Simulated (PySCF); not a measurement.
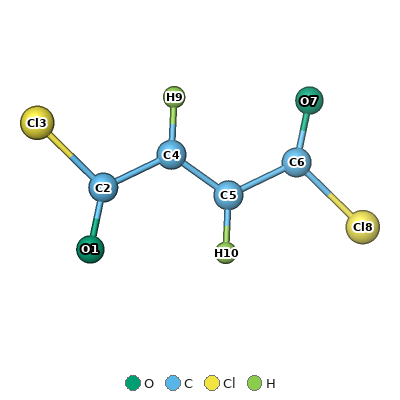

The molecule: C₄H₂Cl₂O₂, SMILES O=C(Cl)/C=C/C(=O)Cl.

GIAO shifts, PBE0/pcSseg-1 in PySCF, at a GFN2-xTB geometry (no frequency check), against TMS for ¹³C and H₂O for ¹⁷O computed at the same level (¹⁷O: a single water molecule, while the usual scale starts at liquid water and gives values some tens of ppm lower). Gas phase, fully decoupled, line heights follow the number of nuclei, widths are arbitrary (no quadrupolar broadening); values of one conformer, averaged over methyl-type rotors and exact or near symmetry; other conformers aren't averaged in.

Predict the ¹³C spectrum.

2 signals.


```tsv
δ (ppm)	nuclei	atoms
175.5	2	C2, C6
147.0	2	C4, C5
```

Predict the ¹⁷O spectrum.

1 signal.


| δ (ppm) | nuclei | atoms |
| --- | --- | --- |
| 599.4 | 2 | O1, O7 |

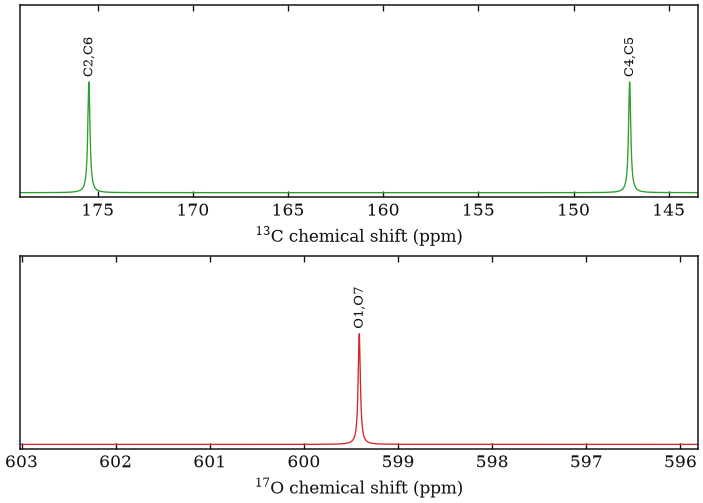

Caveats: the tight-binding geometry is rougher than a DFT one and adds to the error.
